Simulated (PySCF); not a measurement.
| atom | x (Å) | y (Å) | z (Å) |
| --- | --- | --- | --- |
| B | 1.2738 | 1.6023 | -0.3612 |
| Si | 1.3831 | -0.3047 | -0.7817 |
| C | -0.3409 | -1.1288 | -0.5810 |
| C | -0.9808 | -0.8017 | 0.7737 |
| B | -1.3623 | 0.7149 | 0.9444 |
| F | -1.6175 | 1.2716 | 2.1130 |
| F | -1.4931 | 1.5518 | -0.0707 |
| H | 1.1824 | 2.4228 | -1.1880 |
| H | 1.3275 | 1.9783 | 0.7464 |
| H | 2.2731 | -1.0924 | 0.1022 |
| H | 1.8137 | -0.6900 | -2.1400 |
| H | -1.0039 | -0.7894 | -1.3774 |
| H | -0.2521 | -2.2098 | -0.6868 |
| H | -1.8910 | -1.4008 | 0.9024 |
| H | -0.3164 | -1.1160 | 1.5829 |

Geometry: GFN2-xTB.

These are results of PBE0/pcSseg-1, SCF density, gas phase, non-relativistic in PySCF, not measurements.

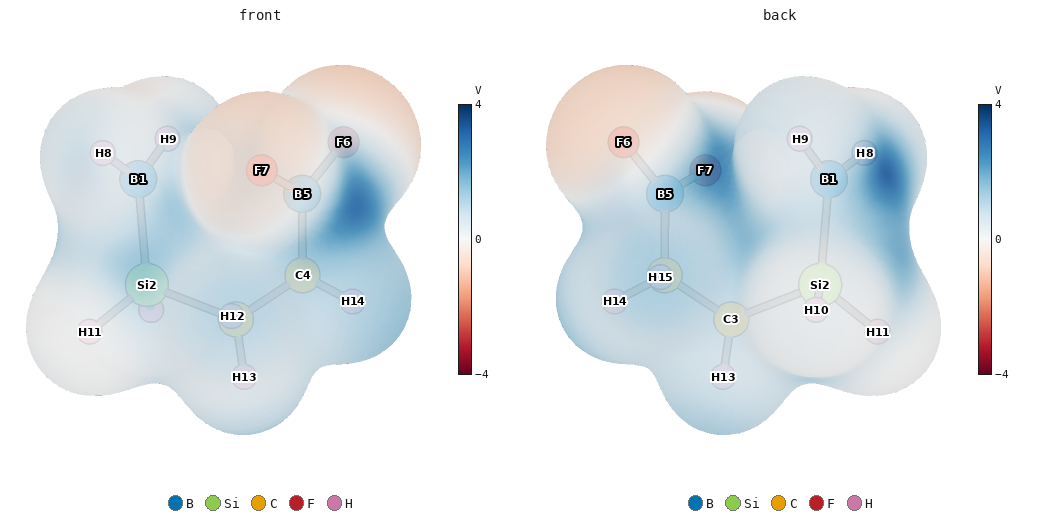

C2H8B2F2Si. The electrostatic potential painted on the density surface at 0.004 e/bohr³, seen from the front and from behind; red is negative and blue positive.

Which sites attract a positive test charge, and which a negative one?

A positive charge is drawn to the negative regions and a negative charge to the positive ones. The most negative region (about −0.8 V) lies over F6, the most positive (about +3.0 V) over B1 and B5.

How polar is the molecule by this calculation?

Its dipole moment is 1.29 D.
